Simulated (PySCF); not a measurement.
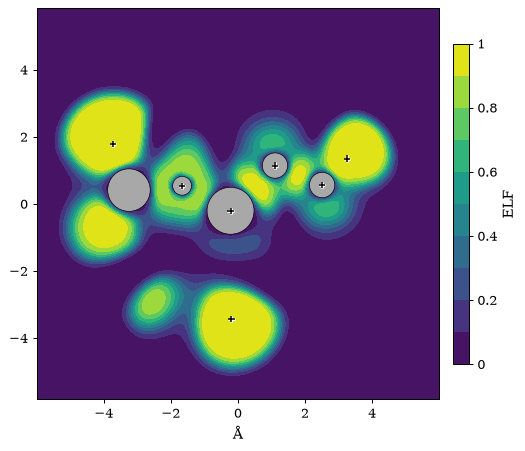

The electron localisation function on a plane through atoms (crosses mark nuclei in the plane; grey discs cover the cores).

All numbers below come from PBE0/pcSseg-1, SCF density, gas phase, non-relativistic (PySCF).

Candidates:
A. C2H15NOSi4
B. CH10N3PSi2
C. C6H14ClFSi

Question: Which system is this?

Answer: Candidate A: C2H15NOSi4 on the plane of atoms C2, Si3 and O4, which holds C, Si, O and H. C–C (1.52 Å): the ELF peaks at about 0.95 between the atoms; a shared electron pair. Si–O (1.63 Å): the ELF peaks at about 0.85 between the atoms; a short, strongly polar bond.
